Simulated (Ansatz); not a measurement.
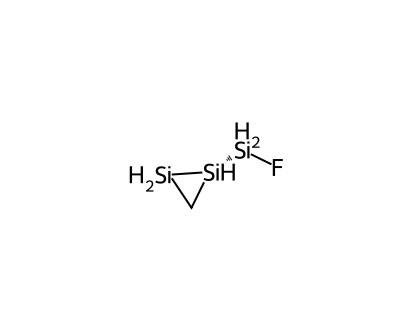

Skeletal drawing of a molecule.

Question: Give its SMILES.

Answer: F[SiH2][Si@@H]1C[SiH2]1

Question: What is the molecular formula?

Answer: CH7FSi3.

Question: An optimisation with PBE0-D4/def2-TZVP gave a structure of which point group?

Answer: C1.

The parts below concern this one geometry. Atoms keep their numbers from picture to picture. Computed geometry: PBE0-D4/def2-TZVP optimisation. No frequency run is at hand to confirm it as a minimum.

## Shape

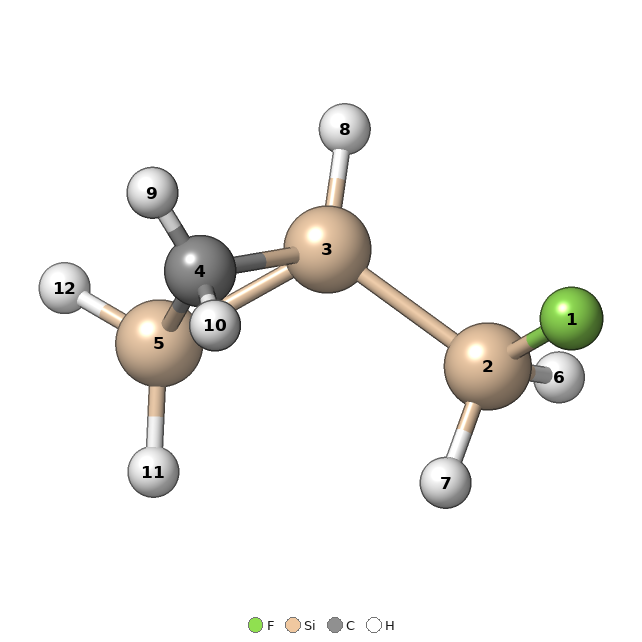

Numbered structure. No frequency run is at hand to confirm it as a minimum.

List the bonds and their lengths.

| bond | length (Å) | order |
| --- | --- | --- |
| F1–Si2 | 1.607 | single |
| Si2–Si3 | 2.314 | single |
| Si2–H6 | 1.485 | single |
| Si2–H7 | 1.487 | single |
| Si3–C4 | 1.910 | single |
| Si3–Si5 | 2.259 | single |
| Si3–H8 | 1.484 | single |
| C4–Si5 | 1.885 | single |
| C4–H9 | 1.088 | single |
| C4–H10 | 1.087 | single |
| Si5–H11 | 1.481 | single |
| Si5–H12 | 1.481 | single |

## Levels of theory compared

No frequency run is at hand to confirm it as a minimum. Program: Ansatz 0.2.0.

Tabulate HOMO energy (eV), HOMO–LUMO gap (eV) at these levels: B3LYP-D4/def2-TZVPP; PBE-D4/def2-TZVPP; PBE0-D4/def2-TZVPP; r2SCAN-D4/def2-TZVPP; ωB97M-V/def2-TZVPP; ωB97X-V/def2-TZVPP.

```csv
level,HOMO energy (eV),HOMO–LUMO gap (eV)
B3LYP-D4/def2-TZVPP,−6.63,5.49
PBE-D4/def2-TZVPP,−5.87,4.07
PBE0-D4/def2-TZVPP,−6.84,5.85
r2SCAN-D4/def2-TZVPP,−6.06,4.51
ωB97M-V/def2-TZVPP,−8.79,9.53
ωB97X-V/def2-TZVPP,−8.97,9.99
```

## Dipole moment

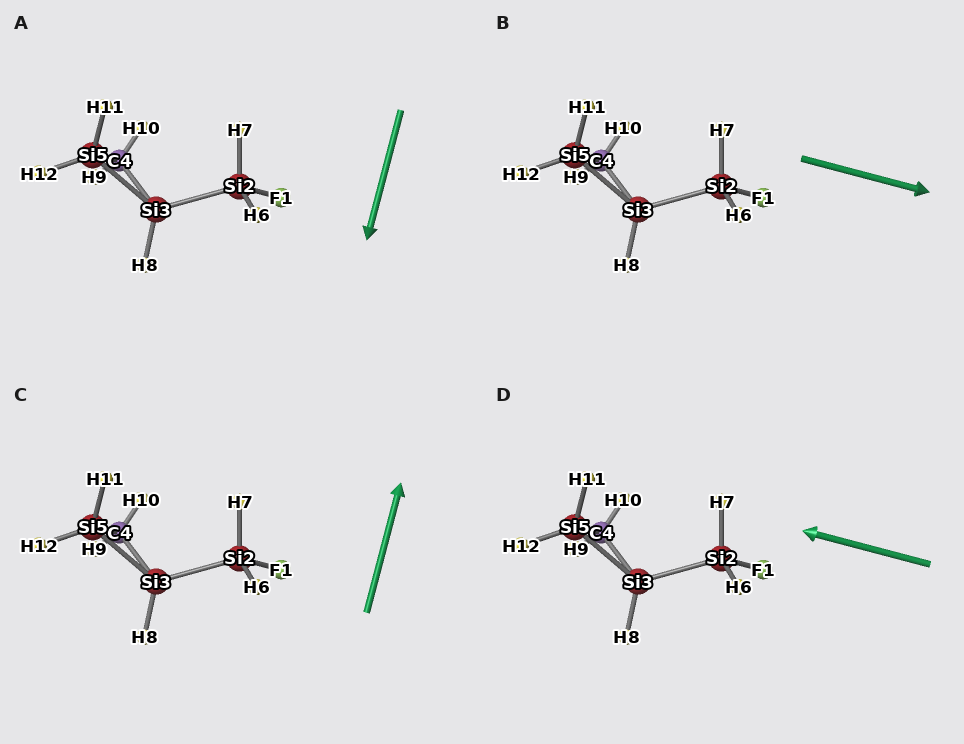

The same molecule four times, each with an arrow. No frequency run is at hand to confirm it as a minimum. Properties computed with RKS PBE0-D4/def2-TZVP (Ansatz 0.2.0).

Question: Which arrow points along the dipole moment, from the negative to the positive end?

Answer: D. The dipole moment is 1.36 D; it points from the side of F1 to the side of H12 (the outermost atoms at the two ends).

## Charges

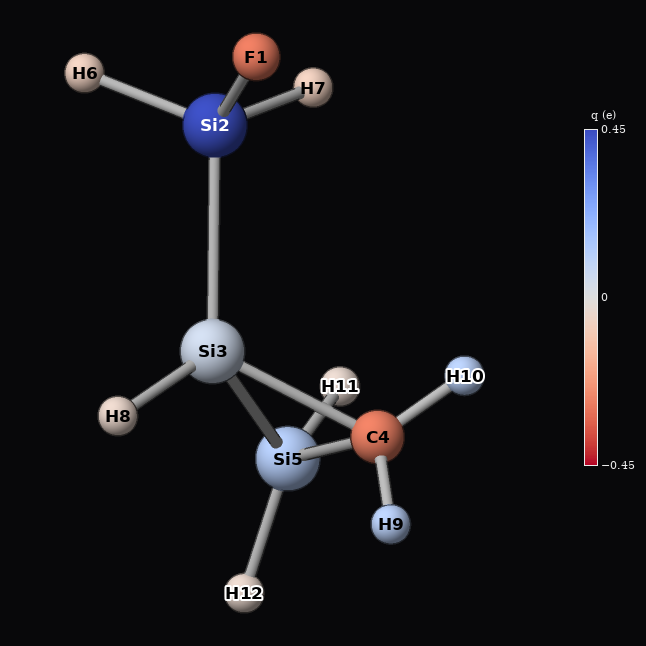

Atoms are coloured by their Mulliken charges. No frequency run is at hand to confirm it as a minimum. Properties computed with RKS PBE-D4/def2-TZVPP (Ansatz 0.2.0).

Give the Mulliken charges atom by atom.

```json
{"atom": "F1", "value (e)": "−0.28"}
{"atom": "Si2", "value (e)": "0.44"}
{"atom": "Si3", "value (e)": "0.05"}
{"atom": "C4", "value (e)": "−0.28"}
{"atom": "Si5", "value (e)": "0.12"}
{"atom": "H6", "value (e)": "−0.07"}
{"atom": "H7", "value (e)": "−0.07"}
{"atom": "H8", "value (e)": "−0.05"}
{"atom": "H9", "value (e)": "0.11"}
{"atom": "H10", "value (e)": "0.11"}
{"atom": "H11", "value (e)": "−0.04"}
{"atom": "H12", "value (e)": "−0.04"}
```

Mulliken values depend strongly on the basis set and can even reverse the polarity of a bond.
